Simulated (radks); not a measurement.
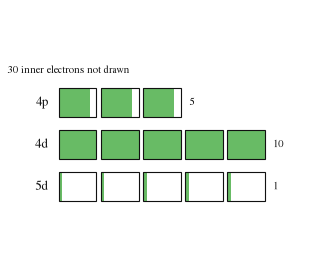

Figure 1. The outer shells as the input fills them: a box for each of the 2l + 1 orbitals, shaded by the share of the shell that is filled, with the electron count at the right.

# Atomic calculation for Pd

- system: a free Pd atom in the configuration [Ar] 3d10 4s2 4p5 4d10 5d1 (4p1/2: 2, 4p3/2: 3, 5d3/2: 1).
- method: Dirac Kohn-Sham, BLYP, spin-unpolarised, spherical densities, finite nucleus (the in-house radial solver radks)

## Input
```
Z 46
configuration [Ar] 3d10 4s2 4p5 4d10 5d1
relativity Dirac
functional b88,lyp
spin unpolarised
j_filling energy
nucleus finite rms 4.5318 fm
c 137.035999084
```

Energies in input and log are in hartree, lengths in bohr (the nuclear radius in fm).

Launched within a batch (the task file carries these settings):
```bash
python <driver script> task.json out
```

## The program's output
```
1s1/2   1   2.0000        -888.15187349
2s1/2   1   2.0000        -129.97658642
2p1/2   1   2.0000        -120.61112749
2p3/2   1   4.0000        -114.74875709
3s1/2   1   2.0000         -23.74686463
3p1/2   1   2.0000         -20.04832980
3p3/2   1   4.0000         -19.02667704
3d3/2   1   4.0000         -12.47034084
3d5/2   1   6.0000         -12.26660162
4s1/2   1   2.0000          -3.49044689
4p1/2   1   2.0000          -2.34220814
4p3/2   1   3.0000          -2.17548506
4d3/2   1   4.0000          -0.46485587
4d5/2   1   6.0000          -0.44651704
5d3/2   1   1.0000          -0.02135038
5d5/2   1   0.0000          -0.02122992
Etot -5045.419909962719
Ekin 5270.045716561506
Encl -12213.502122560978
Eh 2042.40410851283
Exc -144.3676124760781
err 7.408234440178339e-09
it 40
```

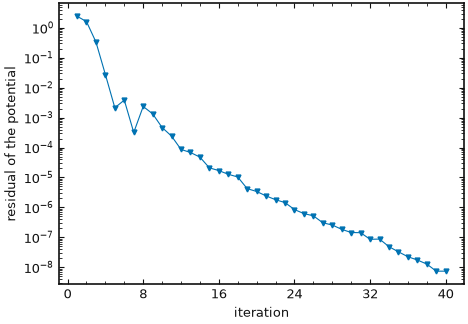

Figure 2. Convergence: residual of the potential against the iteration. The residual comes down, with one marked jump up, by a factor of about 7, at step 8. It goes from 2.5 to 7.4×10⁻⁹ in 40 steps.

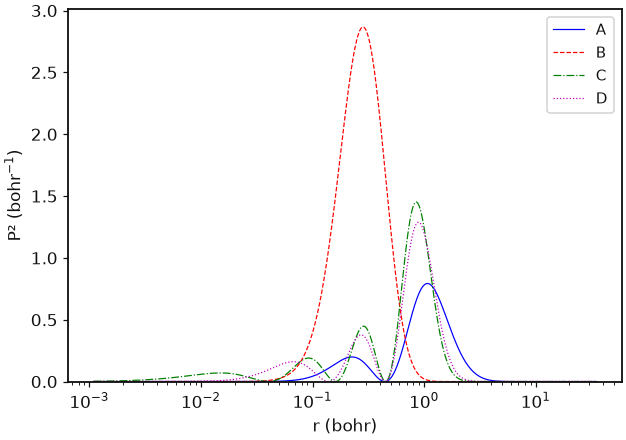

Figure 3. The radial probability densities P² (large components) of 4s, 4p1/2, 4d3/2 and 3d5/2. A is 4d3/2; B is 3d5/2; C is 4s; D is 4p1/2. 3d5/2: outer maximum at 0.283 bohr, ⟨r⟩ = 0.359 bohr, 0 nodes, eigenvalue −333.8 eV; 4s: outer maximum at 0.849 bohr, ⟨r⟩ = 0.942 bohr, 3 nodes, eigenvalue −95.0 eV; 4p1/2: outer maximum at 0.890 bohr, ⟨r⟩ = 1.01 bohr, 2 nodes, eigenvalue −63.7 eV; 4d3/2: outer maximum at 1.07 bohr, ⟨r⟩ = 1.43 bohr, 1 node, eigenvalue −12.6 eV.

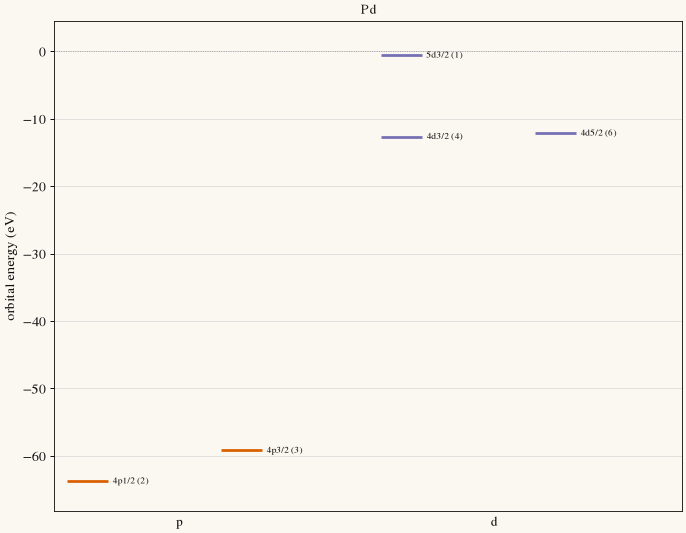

Figure 4. The outer levels are drawn (occupations in brackets, the lower j at the left of each column). The highest occupied level is 5d3/2 at −0.581 eV. From the top down the occupied levels run 5d3/2 (−0.581 eV), 4d5/2 (−12.2 eV), 4d3/2 (−12.6 eV), 4p3/2 (−59.2 eV), 4p1/2 (−63.7 eV). Spin-orbit splittings: 4d 0.499 eV, 4p 4.54 eV. The open 4p shell lies under a filled one.

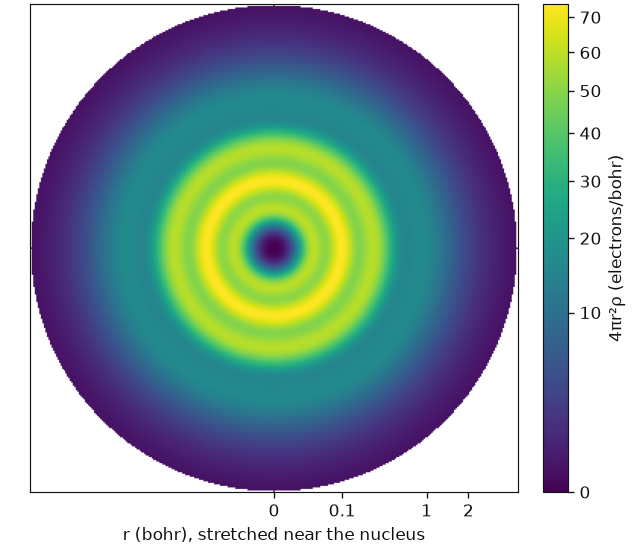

Figure 5. The radial density 4πr²ρ as a disc about the nucleus, with the radius drawn as r to the power 0.35. There are 5 maxima, at r = 0.0225, 0.0986, 0.297, 0.904 and 8.84 bohr, parted by minima at 0.0447, 0.195, 0.684 and 5.22 bohr, inside which lie 2.0, 11.2, 29.1 and 45.1 electrons. The outermost maximum is faint.

## Summary

- outcome: converged
- total energy: −5045.4199 hartree
- kinetic energy: 5270.0457 hartree
- electron–nucleus energy: −12213.5021 hartree
- Hartree energy: 2042.4041 hartree
- exchange–correlation energy: −144.367612 hartree
- radius at density 0.001 e/bohr³: 3.72 bohr
- SCF iterations: 40
- hardware: 1 CPU thread, shared host
